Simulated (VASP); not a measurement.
Band structure of SnSe$_{2}$ (space group P-3m1). Calculation: PBEsol GGA, VASP's PBE PAW potentials (set 64) (plane waves; VASP).

The path is coarsely sampled, so an indirect gap can come out somewhat too large. Unless said otherwise, spin-orbit coupling is left out, though it shifts the bands of the heavy elements here.

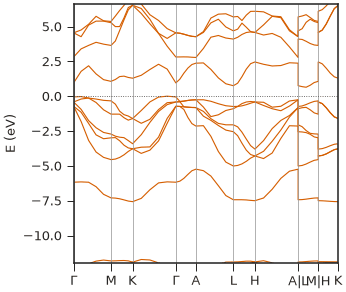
Bands along high-symmetry lines, zero at the valence-band maximum or, without a gap, the Fermi level

Q: Read the plot: is there a gap, and where are the band edges?

A: The gap is indirect, 0.64 eV, from the valence maximum at K-Γ at 0.80 to the conduction minimum at L-M at 0.40.

The structure is a typed SnSe2 crystal. The cell was not relaxed at this level.
